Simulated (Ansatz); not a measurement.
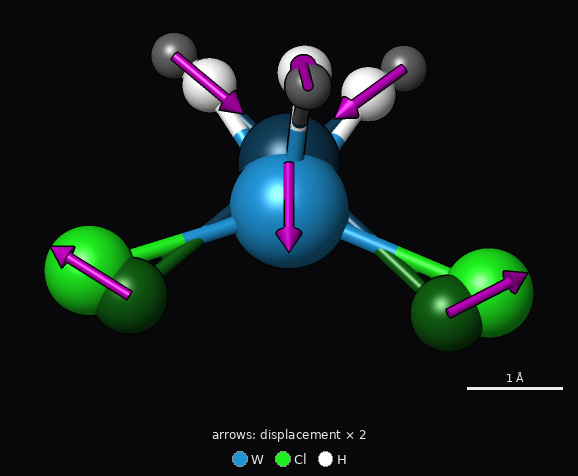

This is a relaxation of WH4Cl2. The starting structure is drawn faded, the final one solid; purple arrows show the displacements, magnified 2 times. The two geometries are superimposed by the best rigid fit.

The picture is a ball-and-stick view, seen at a tilt.

The run prepares the start of a later molecular dynamics calculation, from a guessed geometry.

Theory: RKS BHLYP/def2-SVP in Ansatz.

Input
```yaml
crystal:
  periodic: [false, false, false]
  atoms:
    - { symbol: W, position_ang: [0.0, 0.0, 0.0] }
    - { symbol: Cl, position_ang: [0.0, 0.0, 2.39] }
    - { symbol: Cl, position_ang: [2.39, 0.0, 0.0] }
    - { symbol: H, position_ang: [0.0, 1.72, 0.0] }
    - { symbol: H, position_ang: [-1.72, 0.0, 0.0] }
    - { symbol: H, position_ang: [0.0, -1.72, 0.0] }
    - { symbol: H, position_ang: [0.0, 0.0, -1.72] }
basis:
  gaussian: { orbitals: def2-SVP }
hamiltonian:
  xc: { name: BHLYP }
relax:
  f_tol: 0.02
  max_steps: 40
```

Launched with:
```bash
ansatz run input.yaml --threads 1 --pin off --max-ram 2048MiB --backend cpu --events-out ev --progress --plain --runs-dir out
```

Q: Describe the change and its energy.

A: Over 8 geometry steps the energy falls by 93.4 kcal/mol. Largest force component: 5.7 eV/Å at the start, 0.012 eV/Å at the end. The largest move after the best rigid fit is that of W1, 0.54 Å. Largest moves by element: W 0.54 Å, Cl 0.51 Å, H 0.50 Å. Some distances before and after: W1–Cl2 2.390 → 2.292 Å, W1–H5 1.720 → 1.655 Å, W1–H4 1.720 → 1.658 Å. Bond angles that change, for instance: H4–W1–H6 180.0° → 117.2°, Cl2–W1–Cl3 90.0° → 135.1°, Cl2–W1–H7 180.0° → 143.0°.
